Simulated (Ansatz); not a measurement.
Te (trigonal-Te type, space group P3_121)

```cif
data_Te3
_chemical_formula_sum 'Te3'
_space_group_name_H-M_alt 'P3121'
_space_group_IT_number 152
_space_group_name_Hall 'P 31 2"'
_cell_length_a 4.52111
_cell_length_b 4.52111
_cell_length_c 5.95492
_cell_angle_alpha 90.000
_cell_angle_beta 90.000
_cell_angle_gamma 120.000
loop_
_atom_site_label
_atom_site_type_symbol
_atom_site_symmetry_multiplicity
_atom_site_Wyckoff_symbol
_atom_site_fract_x
_atom_site_fract_y
_atom_site_fract_z
_atom_site_occupancy
Te1 Te 3 a 0.73188 0.73188 0.00000 1
```

This relaxed cell (volume V₀) is scaled evenly in all directions, its shape held. The atoms relax within the cell's symmetry.

All values below come from PBE (plane waves to 420 eV, PAW, scalar-relativistic; Ansatz, a program for electronic structure). k mesh 9×9×6 (Γ-centred), Fermi-Dirac smearing 0.05 eV. The energy includes the smearing's −TS. With the shape held, the modulus is that of even scaling; a crystal free to change shape is softer. Spin-orbit coupling is left out, though Te is heavy. Te was relaxed with its symmetry unable to fall. The PAW data are Ansatz's earlier set. ΔE is measured from the relaxed starting cell.

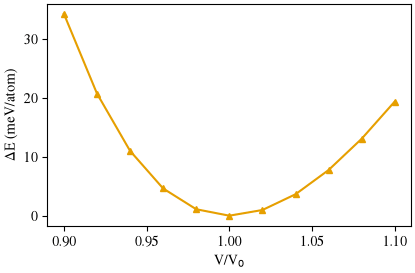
Figure. ΔE (meV/atom) against V/V₀; markers are the computed points, lines only join them.

Question: What bulk modulus at fixed cell shape B₀ follows from a third-order Birch-Murnaghan fit?

Answer: About 23 GPa.

Question: What is ΔE at V/V₀ = 0.900?

Answer: About 34 meV/atom.

Question: What is ΔE at V/V₀ = 1.100?

Answer: About 19 meV/atom.

(Under strain, the slope of the energy per volume gives the stress and its curvature an elastic modulus.)
